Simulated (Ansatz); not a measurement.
**Molecular dynamics, with input and output: ZrH2SClF3 (part 1 of 5)**

ZrH2SClF3, computed with RKS PBE/def2-SVP (Ansatz 0.2.0).

It belongs to a series of runs on one base structure; here: dynamics from the highest image of the converged band.

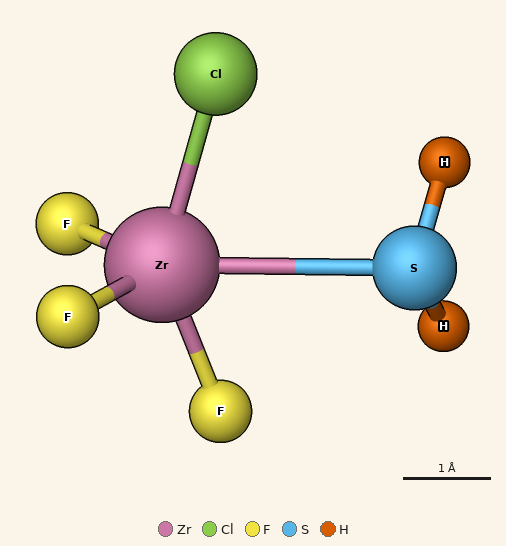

Figure 1. The structure as given in the input (ball-and-stick view, seen at a tilt). Sticks mark near contacts. Bond lengths as drawn: Cl–Zr 2.42 Å, F–Zr 1.90 to 1.94 Å, H–S 1.36 Å and S–Zr 2.92 Å.

### Results in brief

| quantity | value |
| --- | --- |
| outcome | finished |
| mean temperature over the second half | 163 K |
| trajectory | 200 steps, 100 fs |
| ensemble | nve |
| temperature in the input | 300.0 K |
| time step | 0.5 fs |
| potential energy (last step) | −32800.2114 eV |
| mean-field energy (last step) | −32800.2114 eV |
| largest force (length of the vector) (last step) | 0.571 eV/Å |
| hardware | 4 threads of Arm Neoverse V1, 24 GiB of memory available, shared host |
| wall time | 5.1 min (CPU time 19 min) |
| peak memory | 0.18 GiB |

### Remarks

So short a trajectory is not equilibrated.

### Input file
```yaml
crystal:
  periodic: [false, false, false]
  atoms:
    - { symbol: Zr, position_ang: [-0.132308, 0.297607, -0.02738] }
    - { symbol: Cl, position_ang: [0.057578, 1.042137, 2.266797] }
    - { symbol: F, position_ang: [1.431463, -0.778372, -0.146808] }
    - { symbol: F, position_ang: [0.140088, 1.93047, -0.96407] }
    - { symbol: F, position_ang: [-1.249963, -0.649133, -1.294917] }
    - { symbol: S, position_ang: [-2.70521, -0.336974, 1.207193] }
    - { symbol: H, position_ang: [-2.958317, -1.571158, 0.687405] }
    - { symbol: H, position_ang: [-2.343432, -0.80738, 2.431878] }
basis:
  gaussian: { orbitals: def2-SVP }
hamiltonian:
  xc: pbe
md:
  timestep: 0.5
  n_steps: 200
  ensemble: nve
  temperature: 300.0
  initial_velocities: maxwell_boltzmann
  seed: 7327
```

Run as:
```bash
ansatz run input.yaml --threads 4 --pin off --max-ram 5120MiB --backend cpu --events-out ev --progress --plain --runs-dir out
```

### Log
```
Engine: ansatz 0.2.0, aarch64-unknown-linux-gnu
Functional definition: PBE
  parameter kappa = 0.804
  parameter beta = 0.06672455060314922
  exchange = pbe_x(kappa = kappa, mu = beta*pi^2/3)
  correlation = pbe_c(beta = beta)
1238 factors; their error is unknown
mean field evaluation 1: about -32794.3307 eV, gradient 6.1e1 eV
mean field evaluation 2: about -32714.4557 eV, gradient 2.3e2 eV
mean field evaluation 4: about -32800.1116 eV, gradient 8.6e0 eV
mean field evaluation 8: about -32800.2874 eV, gradient 1.3e-1 eV
mean field evaluation 16: about -32800.2282 eV, gradient 9.5e-4 eV
mean field -32800.22821412 eV, -1205.3861540757 hartree, gradient 4.9e-5 eV, S^2 0.000000; 0 other end points of the search recorded, 0 dependent functions left out
the calculation of the forces begins
reference -32800.22829150 eV, -1205.3861569194 hartree; 37, 37 occupied and 82, 82 virtual orbitals, 1238 factors
md step     0: t =     0.00 fs  T =   300.0 K  F+E_penalty+E_count = -32800.22821412 eV  E_kin = 0.232668 eV  conserved = -32799.99554612 eV  (29 SCF iters)
these checks for a lower state are left out or cut short: starts, cluster_reference, orbital_swaps, neighbouring_geometries, increment
1238 factors; their error is unknown
mean field -32800.22801511 eV, -1205.3861467622 hartree, gradient 7.2e-5 eV, S^2 0.000000; 0 other end points of the search recorded, 0 dependent functions left out
the calculation of the forces begins
reference -32800.22809250 eV, -1205.3861496064 hartree; 37, 37 occupied and 82, 82 virtual orbitals, 1238 factors
md step     1: t =     0.50 fs  T =   299.7 K  F+E_penalty+E_count = -32800.22801511 eV  E_kin = 0.232469 eV  conserved = -32799.99554603 eV  (28 SCF iters)
[... from here on the SCF iterations and repeated set-up lines of each step are left out, up to the last step ...]
md step     2: t =     1.00 fs  T =   299.1 K  F+E_penalty+E_count = -32800.22748047 eV  E_kin = 0.231935 eV  conserved = -32799.99554514 eV  (27 SCF iters)
md step     3: t =     1.50 fs  T =   298.0 K  F+E_penalty+E_count = -32800.22662587 eV  E_kin = 0.231082 eV  conserved = -32799.99554351 eV  (28 SCF iters)
md step     4: t =     2.00 fs  T =   296.5 K  F+E_penalty+E_count = -32800.22547895 eV  E_kin = 0.229938 eV  conserved = -32799.99554141 eV  (28 SCF iters)
md step     5: t =     2.50 fs  T =   294.7 K  F+E_penalty+E_count = -32800.22407565 eV  E_kin = 0.228537 eV  conserved = -32799.99553891 eV  (28 SCF iters)
md step     6: t =     3.00 fs  T =   292.6 K  F+E_penalty+E_count = -32800.22245651 eV  E_kin = 0.226920 eV  conserved = -32799.99553642 eV  (28 SCF iters)
md step     7: t =     3.50 fs  T =   290.3 K  F+E_penalty+E_count = -32800.22066143 eV  E_kin = 0.225127 eV  conserved = -32799.99553423 eV  (28 SCF iters)
md step     8: t =     4.00 fs  T =   287.8 K  F+E_penalty+E_count = -32800.21872542 eV  E_kin = 0.223193 eV  conserved = -32799.99553249 eV  (29 SCF iters)
md step     9: t =     4.50 fs  T =   285.1 K  F+E_penalty+E_count = -32800.21667581 eV  E_kin = 0.221144 eV  conserved = -32799.99553131 eV  (29 SCF iters)
md step    10: t =     5.00 fs  T =   282.4 K  F+E_penalty+E_count = -32800.21453091 eV  E_kin = 0.219000 eV  conserved = -32799.99553062 eV  (29 SCF iters)
md step    11: t =     5.50 fs  T =   279.5 K  F+E_penalty+E_count = -32800.21230083 eV  E_kin = 0.216771 eV  conserved = -32799.99553030 eV  (29 SCF iters)
md step    12: t =     6.00 fs  T =   276.5 K  F+E_penalty+E_count = -32800.20998975 eV  E_kin = 0.214460 eV  conserved = -32799.99553013 eV  (29 SCF iters)
md step    13: t =     6.50 fs  T =   273.4 K  F+E_penalty+E_count = -32800.20759921 eV  E_kin = 0.212069 eV  conserved = -32799.99552984 eV  (29 SCF iters)
md step    14: t =     7.00 fs  T =   270.3 K  F+E_penalty+E_count = -32800.20513180 eV  E_kin = 0.209602 eV  conserved = -32799.99552936 eV  (29 SCF iters)
md step    15: t =     7.50 fs  T =   267.0 K  F+E_penalty+E_count = -32800.20259374 eV  E_kin = 0.207065 eV  conserved = -32799.99552863 eV  (29 SCF iters)
md step    16: t =     8.00 fs  T =   263.6 K  F+E_penalty+E_count = -32800.19999615 eV  E_kin = 0.204469 eV  conserved = -32799.99552755 eV  (29 SCF iters)
md step    17: t =     8.50 fs  T =   260.2 K  F+E_penalty+E_count = -32800.19735491 eV  E_kin = 0.201829 eV  conserved = -32799.99552633 eV  (28 SCF iters)
md step    18: t =     9.00 fs  T =   256.8 K  F+E_penalty+E_count = -32800.19468829 eV  E_kin = 0.199163 eV  conserved = -32799.99552520 eV  (29 SCF iters)
md step    19: t =     9.50 fs  T =   253.4 K  F+E_penalty+E_count = -32800.19201359 eV  E_kin = 0.196489 eV  conserved = -32799.99552443 eV  (28 SCF iters)
md step    20: t =    10.00 fs  T =   249.9 K  F+E_penalty+E_count = -32800.18934346 eV  E_kin = 0.193819 eV  conserved = -32799.99552410 eV  (29 SCF iters)
md step    21: t =    10.50 fs  T =   246.5 K  F+E_penalty+E_count = -32800.18668323 eV  E_kin = 0.191159 eV  conserved = -32799.99552434 eV  (24 SCF iters)
md step    22: t =    11.00 fs  T =   243.1 K  F+E_penalty+E_count = -32800.18402951 eV  E_kin = 0.188504 eV  conserved = -32799.99552510 eV  (24 SCF iters)
md step    23: t =    11.50 fs  T =   239.6 K  F+E_penalty+E_count = -32800.18137108 eV  E_kin = 0.185845 eV  conserved = -32799.99552618 eV  (24 SCF iters)
md step    24: t =    12.00 fs  T =   236.2 K  F+E_penalty+E_count = -32800.17869171 eV  E_kin = 0.183164 eV  conserved = -32799.99552735 eV  (24 SCF iters)
md step    25: t =    12.50 fs  T =   232.7 K  F+E_penalty+E_count = -32800.17597430 eV  E_kin = 0.180446 eV  conserved = -32799.99552825 eV  (24 SCF iters)
md step    26: t =    13.00 fs  T =   229.1 K  F+E_penalty+E_count = -32800.17320565 eV  E_kin = 0.177677 eV  conserved = -32799.99552867 eV  (24 SCF iters)
md step    27: t =    13.50 fs  T =   225.5 K  F+E_penalty+E_count = -32800.17038021 eV  E_kin = 0.174852 eV  conserved = -32799.99552845 eV  (23 SCF iters)
md step    28: t =    14.00 fs  T =   221.7 K  F+E_penalty+E_count = -32800.16750265 eV  E_kin = 0.171975 eV  conserved = -32799.99552755 eV  (23 SCF iters)
md step    29: t =    14.50 fs  T =   218.0 K  F+E_penalty+E_count = -32800.16458822 eV  E_kin = 0.169062 eV  conserved = -32799.99552608 eV  (24 SCF iters)
md step    30: t =    15.00 fs  T =   214.2 K  F+E_penalty+E_count = -32800.16166120 eV  E_kin = 0.166137 eV  conserved = -32799.99552423 eV  (24 SCF iters)
md step    31: t =    15.50 fs  T =   210.5 K  F+E_penalty+E_count = -32800.15875168 eV  E_kin = 0.163229 eV  conserved = -32799.99552228 eV  (24 SCF iters)
md step    32: t =    16.00 fs  T =   206.8 K  F+E_penalty+E_count = -32800.15589145 eV  E_kin = 0.160371 eV  conserved = -32799.99552041 eV  (23 SCF iters)
md step    33: t =    16.50 fs  T =   203.2 K  F+E_penalty+E_count = -32800.15311018 eV  E_kin = 0.157591 eV  conserved = -32799.99551891 eV  (24 SCF iters)
md step    34: t =    17.00 fs  T =   199.7 K  F+E_penalty+E_count = -32800.15043201 eV  E_kin = 0.154914 eV  conserved = -32799.99551794 eV  (25 SCF iters)
md step    35: t =    17.50 fs  T =   196.4 K  F+E_penalty+E_count = -32800.14787363 eV  E_kin = 0.152356 eV  conserved = -32799.99551735 eV  (25 SCF iters)
md step    36: t =    18.00 fs  T =   193.3 K  F+E_penalty+E_count = -32800.14544460 eV  E_kin = 0.149927 eV  conserved = -32799.99551713 eV  (25 SCF iters)
md step    37: t =    18.50 fs  T =   190.4 K  F+E_penalty+E_count = -32800.14314850 eV  E_kin = 0.147631 eV  conserved = -32799.99551710 eV  (25 SCF iters)
md step    38: t =    19.00 fs  T =   187.6 K  F+E_penalty+E_count = -32800.14098579 eV  E_kin = 0.145469 eV  conserved = -32799.99551709 eV  (25 SCF iters)
md step    39: t =    19.50 fs  T =   184.9 K  F+E_penalty+E_count = -32800.13895668 eV  E_kin = 0.143440 eV  conserved = -32799.99551691 eV  (24 SCF iters)
md step    40: t =    20.00 fs  T =   182.5 K  F+E_penalty+E_count = -32800.13706389 eV  E_kin = 0.141547 eV  conserved = -32799.99551649 eV  (24 SCF iters)
md step    41: t =    20.50 fs  T =   180.3 K  F+E_penalty+E_count = -32800.13531406 eV  E_kin = 0.139798 eV  conserved = -32799.99551583 eV  (24 SCF iters)
md step    42: t =    21.00 fs  T =   178.2 K  F+E_penalty+E_count = -32800.13371746 eV  E_kin = 0.138202 eV  conserved = -32799.99551505 eV  (24 SCF iters)
md step    43: t =    21.50 fs  T =   176.4 K  F+E_penalty+E_count = -32800.13228599 eV  E_kin = 0.136772 eV  conserved = -32799.99551439 eV  (25 SCF iters)
md step    44: t =    22.00 fs  T =   174.7 K  F+E_penalty+E_count = -32800.13102981 eV  E_kin = 0.135516 eV  conserved = -32799.99551413 eV  (24 SCF iters)
md step    45: t =    22.50 fs  T =   173.3 K  F+E_penalty+E_count = -32800.12995326 eV  E_kin = 0.134439 eV  conserved = -32799.99551441 eV  (29 SCF iters)
md step    46: t =    23.00 fs  T =   172.2 K  F+E_penalty+E_count = -32800.12905160 eV  E_kin = 0.133536 eV  conserved = -32799.99551547 eV  (25 SCF iters)
md step    47: t =    23.50 fs  T =   171.2 K  F+E_penalty+E_count = -32800.12830864 eV  E_kin = 0.132791 eV  conserved = -32799.99551718 eV  (25 SCF iters)
md step    48: t =    24.00 fs  T =   170.4 K  F+E_penalty+E_count = -32800.12769716 eV  E_kin = 0.132178 eV  conserved = -32799.99551946 eV  (25 SCF iters)
md step    49: t =    24.50 fs  T =   169.8 K  F+E_penalty+E_count = -32800.12718095 eV  E_kin = 0.131659 eV  conserved = -32799.99552205 eV  (25 SCF iters)
md step    50: t =    25.00 fs  T =   169.2 K  F+E_penalty+E_count = -32800.12671901 eV  E_kin = 0.131194 eV  conserved = -32799.99552459 eV  (25 SCF iters)
md step    51: t =    25.50 fs  T =   168.6 K  F+E_penalty+E_count = -32800.12627069 eV  E_kin = 0.130744 eV  conserved = -32799.99552683 eV  (25 SCF iters)
md step    52: t =    26.00 fs  T =   168.0 K  F+E_penalty+E_count = -32800.12580050 eV  E_kin = 0.130272 eV  conserved = -32799.99552850 eV  (25 SCF iters)
md step    53: t =    26.50 fs  T =   167.3 K  F+E_penalty+E_count = -32800.12528205 eV  E_kin = 0.129753 eV  conserved = -32799.99552947 eV  (25 SCF iters)
md step    54: t =    27.00 fs  T =   166.6 K  F+E_penalty+E_count = -32800.12469999 eV  E_kin = 0.129170 eV  conserved = -32799.99552975 eV  (25 SCF iters)
md step    55: t =    27.50 fs  T =   165.7 K  F+E_penalty+E_count = -32800.12404997 eV  E_kin = 0.128520 eV  conserved = -32799.99552949 eV  (24 SCF iters)
md step    56: t =    28.00 fs  T =   164.8 K  F+E_penalty+E_count = -32800.12333661 eV  E_kin = 0.127808 eV  conserved = -32799.99552883 eV  (25 SCF iters)
md step    57: t =    28.50 fs  T =   163.8 K  F+E_penalty+E_count = -32800.12257044 eV  E_kin = 0.127042 eV  conserved = -32799.99552805 eV  (23 SCF iters)
md step    58: t =    29.00 fs  T =   162.8 K  F+E_penalty+E_count = -32800.12176407 eV  E_kin = 0.126237 eV  conserved = -32799.99552731 eV  (24 SCF iters)
md step    59: t =    29.50 fs  T =   161.7 K  F+E_penalty+E_count = -32800.12092909 eV  E_kin = 0.125402 eV  conserved = -32799.99552678 eV  (24 SCF iters)
md step    60: t =    30.00 fs  T =   160.6 K  F+E_penalty+E_count = -32800.12007387 eV  E_kin = 0.124547 eV  conserved = -32799.99552654 eV  (24 SCF iters)
md step    61: t =    30.50 fs  T =   159.5 K  F+E_penalty+E_count = -32800.11920272 eV  E_kin = 0.123676 eV  conserved = -32799.99552642 eV  (24 SCF iters)
md step    62: t =    31.00 fs  T =   158.3 K  F+E_penalty+E_count = -32800.11831721 eV  E_kin = 0.122791 eV  conserved = -32799.99552635 eV  (24 SCF iters)
md step    63: t =    31.50 fs  T =   157.2 K  F+E_penalty+E_count = -32800.11741819 eV  E_kin = 0.121892 eV  conserved = -32799.99552611 eV  (24 SCF iters)
md step    64: t =    32.00 fs  T =   156.0 K  F+E_penalty+E_count = -32800.11650880 eV  E_kin = 0.120983 eV  conserved = -32799.99552556 eV  (24 SCF iters)
md step    65: t =    32.50 fs  T =   154.8 K  F+E_penalty+E_count = -32800.11559717 eV  E_kin = 0.120073 eV  conserved = -32799.99552456 eV  (24 SCF iters)
md step    66: t =    33.00 fs  T =   153.7 K  F+E_penalty+E_count = -32800.11469838 eV  E_kin = 0.119175 eV  conserved = -32799.99552311 eV  (24 SCF iters)
md step    67: t =    33.50 fs  T =   152.6 K  F+E_penalty+E_count = -32800.11383457 eV  E_kin = 0.118313 eV  conserved = -32799.99552130 eV  (24 SCF iters)
md step    68: t =    34.00 fs  T =   151.5 K  F+E_penalty+E_count = -32800.11303331 eV  E_kin = 0.117514 eV  conserved = -32799.99551941 eV  (23 SCF iters)
md step    69: t =    34.50 fs  T =   150.6 K  F+E_penalty+E_count = -32800.11232408 eV  E_kin = 0.116806 eV  conserved = -32799.99551765 eV  (28 SCF iters)
md step    70: t =    35.00 fs  T =   149.8 K  F+E_penalty+E_count = -32800.11173390 eV  E_kin = 0.116218 eV  conserved = -32799.99551636 eV  (25 SCF iters)
md step    71: t =    35.50 fs  T =   149.3 K  F+E_penalty+E_count = -32800.11128257 eV  E_kin = 0.115767 eV  conserved = -32799.99551574 eV  (25 SCF iters)
md step    72: t =    36.00 fs  T =   148.9 K  F+E_penalty+E_count = -32800.11097907 eV  E_kin = 0.115463 eV  conserved = -32799.99551597 eV  (25 SCF iters)
md step    73: t =    36.50 fs  T =   148.7 K  F+E_penalty+E_count = -32800.11081954 eV  E_kin = 0.115303 eV  conserved = -32799.99551701 eV  (25 SCF iters)
md step    74: t =    37.00 fs  T =   148.6 K  F+E_penalty+E_count = -32800.11078762 eV  E_kin = 0.115269 eV  conserved = -32799.99551863 eV  (25 SCF iters)
md step    75: t =    37.50 fs  T =   148.7 K  F+E_penalty+E_count = -32800.11085718 eV  E_kin = 0.115336 eV  conserved = -32799.99552071 eV  (25 SCF iters)
md step    76: t =    38.00 fs  T =   148.9 K  F+E_penalty+E_count = -32800.11099597 eV  E_kin = 0.115473 eV  conserved = -32799.99552288 eV  (25 SCF iters)
md step    77: t =    38.50 fs  T =   149.1 K  F+E_penalty+E_count = -32800.11117047 eV  E_kin = 0.115646 eV  conserved = -32799.99552488 eV  (24 SCF iters)
md step    78: t =    39.00 fs  T =   149.3 K  F+E_penalty+E_count = -32800.11135003 eV  E_kin = 0.115823 eV  conserved = -32799.99552653 eV  (24 SCF iters)
md step    79: t =    39.50 fs  T =   149.5 K  F+E_penalty+E_count = -32800.11150974 eV  E_kin = 0.115982 eV  conserved = -32799.99552775 eV  (24 SCF iters)
md step    80: t =    40.00 fs  T =   149.7 K  F+E_penalty+E_count = -32800.11163162 eV  E_kin = 0.116103 eV  conserved = -32799.99552856 eV  (24 SCF iters)
md step    81: t =    40.50 fs  T =   149.8 K  F+E_penalty+E_count = -32800.11170394 eV  E_kin = 0.116175 eV  conserved = -32799.99552905 eV  (24 SCF iters)
md step    82: t =    41.00 fs  T =   149.8 K  F+E_penalty+E_count = -32800.11171941 eV  E_kin = 0.116190 eV  conserved = -32799.99552950 eV  (24 SCF iters)
md step    83: t =    41.50 fs  T =   149.8 K  F+E_penalty+E_count = -32800.11167207 eV  E_kin = 0.116142 eV  conserved = -32799.99553004 eV  (24 SCF iters)
md step    84: t =    42.00 fs  T =   149.6 K  F+E_penalty+E_count = -32800.11155477 eV  E_kin = 0.116024 eV  conserved = -32799.99553075 eV  (24 SCF iters)
md step    85: t =    42.50 fs  T =   149.3 K  F+E_penalty+E_count = -32800.11135726 eV  E_kin = 0.115826 eV  conserved = -32799.99553168 eV  (24 SCF iters)
md step    86: t =    43.00 fs  T =   149.0 K  F+E_penalty+E_count = -32800.11106559 eV  E_kin = 0.115533 eV  conserved = -32799.99553277 eV  (24 SCF iters)
md step    87: t =    43.50 fs  T =   148.4 K  F+E_penalty+E_count = -32800.11066303 eV  E_kin = 0.115129 eV  conserved = -32799.99553388 eV  (24 SCF iters)
md step    88: t =    44.00 fs  T =   147.8 K  F+E_penalty+E_count = -32800.11013249 eV  E_kin = 0.114598 eV  conserved = -32799.99553480 eV  (24 SCF iters)
md step    89: t =    44.50 fs  T =   146.9 K  F+E_penalty+E_count = -32800.10945983 eV  E_kin = 0.113925 eV  conserved = -32799.99553529 eV  (28 SCF iters)
md step    90: t =    45.00 fs  T =   145.8 K  F+E_penalty+E_count = -32800.10863736 eV  E_kin = 0.113102 eV  conserved = -32799.99553517 eV  (27 SCF iters)
md step    91: t =    45.50 fs  T =   144.6 K  F+E_penalty+E_count = -32800.10766682 eV  E_kin = 0.112132 eV  conserved = -32799.99553435 eV  (28 SCF iters)
md step    92: t =    46.00 fs  T =   143.2 K  F+E_penalty+E_count = -32800.10656076 eV  E_kin = 0.111028 eV  conserved = -32799.99553287 eV  (29 SCF iters)
md step    93: t =    46.50 fs  T =   141.6 K  F+E_penalty+E_count = -32800.10534222 eV  E_kin = 0.109811 eV  conserved = -32799.99553091 eV  (28 SCF iters)
md step    94: t =    47.00 fs  T =   139.9 K  F+E_penalty+E_count = -32800.10404211 eV  E_kin = 0.108513 eV  conserved = -32799.99552867 eV  (25 SCF iters)
md step    95: t =    47.50 fs  T =   138.2 K  F+E_penalty+E_count = -32800.10269554 eV  E_kin = 0.107169 eV  conserved = -32799.99552648 eV  (25 SCF iters)
md step    96: t =    48.00 fs  T =   136.4 K  F+E_penalty+E_count = -32800.10133678 eV  E_kin = 0.105812 eV  conserved = -32799.99552463 eV  (25 SCF iters)
md step    97: t =    48.50 fs  T =   134.7 K  F+E_penalty+E_count = -32800.09999490 eV  E_kin = 0.104471 eV  conserved = -32799.99552340 eV  (25 SCF iters)
md step    98: t =    49.00 fs  T =   133.0 K  F+E_penalty+E_count = -32800.09869008 eV  E_kin = 0.103167 eV  conserved = -32799.99552274 eV  (24 SCF iters)
md step    99: t =    49.50 fs  T =   131.4 K  F+E_penalty+E_count = -32800.09743268 eV  E_kin = 0.101910 eV  conserved = -32799.99552272 eV  (25 SCF iters)
md step   100: t =    50.00 fs  T =   129.8 K  F+E_penalty+E_count = -32800.09622344 eV  E_kin = 0.100700 eV  conserved = -32799.99552317 eV  (25 SCF iters)
md step   101: t =    50.50 fs  T =   128.3 K  F+E_penalty+E_count = -32800.09505596 eV  E_kin = 0.099532 eV  conserved = -32799.99552386 eV  (25 SCF iters)
md step   102: t =    51.00 fs  T =   126.9 K  F+E_penalty+E_count = -32800.09392024 eV  E_kin = 0.098396 eV  conserved = -32799.99552455 eV  (25 SCF iters)
md step   103: t =    51.50 fs  T =   125.4 K  F+E_penalty+E_count = -32800.09280604 eV  E_kin = 0.097281 eV  conserved = -32799.99552507 eV  (25 SCF iters)
md step   104: t =    52.00 fs  T =   124.0 K  F+E_penalty+E_count = -32800.09170576 eV  E_kin = 0.096180 eV  conserved = -32799.99552533 eV  (25 SCF iters)
md step   105: t =    52.50 fs  T =   122.6 K  F+E_penalty+E_count = -32800.09061570 eV  E_kin = 0.095090 eV  conserved = -32799.99552537 eV  (25 SCF iters)
md step   106: t =    53.00 fs  T =   121.2 K  F+E_penalty+E_count = -32800.08953585 eV  E_kin = 0.094011 eV  conserved = -32799.99552526 eV  (25 SCF iters)
md step   107: t =    53.50 fs  T =   119.8 K  F+E_penalty+E_count = -32800.08846830 eV  E_kin = 0.092943 eV  conserved = -32799.99552516 eV  (24 SCF iters)
md step   108: t =    54.00 fs  T =   118.5 K  F+E_penalty+E_count = -32800.08741473 eV  E_kin = 0.091889 eV  conserved = -32799.99552524 eV  (25 SCF iters)
```
